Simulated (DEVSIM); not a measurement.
System: abrupt Si p-n junction, at 300 K.

| layer (left to right) | material | thickness (μm) | Nd (cm⁻³) | Na (cm⁻³) | τn (s) | τp (s) |
|---|---|---|---|---|---|---|
| 1 | Si | 0.210 | - | 5.9e18 | 6.3e-7 | 6.3e-7 |
| 2 | Si | 54.0 | 9.1e15 | - | 6.3e-7 | 6.3e-7 |

Left contact: ohmic. Right contact: ohmic. Voltage is applied to the left contact. Recombination: SRH at mid-gap, radiative. Mobility is μmin + (μ − μmin)/(1 + (N/Nref)^α).

The device is made up for the run: typed textbook-type constants, with dimensions and the other settings drawn at random. Values at 300 K.

```tsv
parameter	Si
gap (eV)	1.124
affinity (eV)	4.05
permittivity	11.7
Nc (cm⁻³)	2.86e19
Nv (cm⁻³)	3.1e19
μn (cm²/Vs)	1417
μp (cm²/Vs)	470
μn,min	52
μp,min	45
Nref,n	9.7e16
Nref,p	2.2e17
αn	0.68
αp	0.72
B (cm³/s)	4.7e-15
```

Model (solved in DEVSIM): 1D drift-diffusion, Boltzmann statistics, complete ionisation; no tunnelling, impact ionisation, image-force lowering or self-heating.

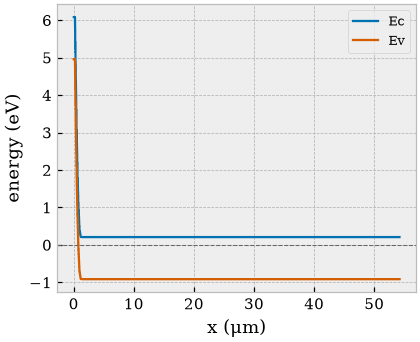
*Band edges at -5.0 V on the left contact*

Energies count from the Fermi level of the right contact; mesh points crowd at the junctions.

```json
[
 {"x (μm)": "0.000", "Ec (eV)": "6.081", "Ev (eV)": "4.957", "n (cm⁻³)": "< 1e2", "p (cm⁻³)": "5.9e18", "field (V/cm)": "≈ 0"},
 {"x (μm)": "0.02554", "Ec (eV)": "6.081", "Ev (eV)": "4.957", "n (cm⁻³)": "< 1e2", "p (cm⁻³)": "5.9e18", "field (V/cm)": "≈ 0"},
 {"x (μm)": "0.07179", "Ec (eV)": "6.081", "Ev (eV)": "4.957", "n (cm⁻³)": "< 1e2", "p (cm⁻³)": "5.9e18", "field (V/cm)": "≈ 0"},
 {"x (μm)": "0.1416", "Ec (eV)": "6.081", "Ev (eV)": "4.957", "n (cm⁻³)": "< 1e2", "p (cm⁻³)": "5.9e18", "field (V/cm)": "≈ 0"},
 {"x (μm)": "0.1972", "Ec (eV)": "6.081", "Ev (eV)": "4.957", "n (cm⁻³)": "< 1e2", "p (cm⁻³)": "5.9e18", "field (V/cm)": "-200"},
 {"x (μm)": "0.2193", "Ec (eV)": "5.915", "Ev (eV)": "4.791", "n (cm⁻³)": "< 1e2", "p (cm⁻³)": "9.4e15", "field (V/cm)": "-130000"},
 {"x (μm)": "0.2582", "Ec (eV)": "5.433", "Ev (eV)": "4.309", "n (cm⁻³)": "< 1e2", "p (cm⁻³)": "7.5e7", "field (V/cm)": "-120000"},
 {"x (μm)": "0.3946", "Ec (eV)": "3.913", "Ev (eV)": "2.789", "n (cm⁻³)": "1100", "p (cm⁻³)": "10000", "field (V/cm)": "-100000"},
 {"x (μm)": "0.6388", "Ec (eV)": "1.848", "Ev (eV)": "0.724", "n (cm⁻³)": "4400", "p (cm⁻³)": "8100", "field (V/cm)": "-67000"},
 {"x (μm)": "1.169", "Ec (eV)": "0.213", "Ev (eV)": "-0.911", "n (cm⁻³)": "7.5e15", "p (cm⁻³)": "< 1e2", "field (V/cm)": "-1300"},
 {"x (μm)": "2.319", "Ec (eV)": "0.208", "Ev (eV)": "-0.916", "n (cm⁻³)": "9.1e15", "p (cm⁻³)": "590", "field (V/cm)": "≈ 0"},
 {"x (μm)": "6.345", "Ec (eV)": "0.208", "Ev (eV)": "-0.916", "n (cm⁻³)": "9.1e15", "p (cm⁻³)": "2400", "field (V/cm)": "≈ 0"},
 {"x (μm)": "13.55", "Ec (eV)": "0.208", "Ev (eV)": "-0.916", "n (cm⁻³)": "9.1e15", "p (cm⁻³)": "5000", "field (V/cm)": "≈ 0"},
 {"x (μm)": "28.29", "Ec (eV)": "0.208", "Ev (eV)": "-0.916", "n (cm⁻³)": "9.1e15", "p (cm⁻³)": "8800", "field (V/cm)": "≈ 0"},
 {"x (μm)": "44.88", "Ec (eV)": "0.208", "Ev (eV)": "-0.916", "n (cm⁻³)": "9.1e15", "p (cm⁻³)": "12000", "field (V/cm)": "≈ 0"},
 {"x (μm)": "49.92", "Ec (eV)": "0.208", "Ev (eV)": "-0.916", "n (cm⁻³)": "9.1e15", "p (cm⁻³)": "12000", "field (V/cm)": "≈ 0"},
 {"x (μm)": "52.33", "Ec (eV)": "0.208", "Ev (eV)": "-0.916", "n (cm⁻³)": "9.1e15", "p (cm⁻³)": "13000", "field (V/cm)": "≈ 0"},
 {"x (μm)": "53.35", "Ec (eV)": "0.208", "Ev (eV)": "-0.916", "n (cm⁻³)": "9.1e15", "p (cm⁻³)": "13000", "field (V/cm)": "≈ 0"},
 {"x (μm)": "53.92", "Ec (eV)": "0.208", "Ev (eV)": "-0.916", "n (cm⁻³)": "9.1e15", "p (cm⁻³)": "13000", "field (V/cm)": "≈ 0"},
 {"x (μm)": "54.09", "Ec (eV)": "0.208", "Ev (eV)": "-0.916", "n (cm⁻³)": "9.1e15", "p (cm⁻³)": "13000", "field (V/cm)": "≈ 0"},
 {"x (μm)": "54.17", "Ec (eV)": "0.208", "Ev (eV)": "-0.916", "n (cm⁻³)": "9.1e15", "p (cm⁻³)": "13000", "field (V/cm)": "≈ 0"},
 {"x (μm)": "54.21", "Ec (eV)": "0.208", "Ev (eV)": "-0.916", "n (cm⁻³)": "9.1e15", "p (cm⁻³)": "13000", "field (V/cm)": "≈ 0"}
]
```
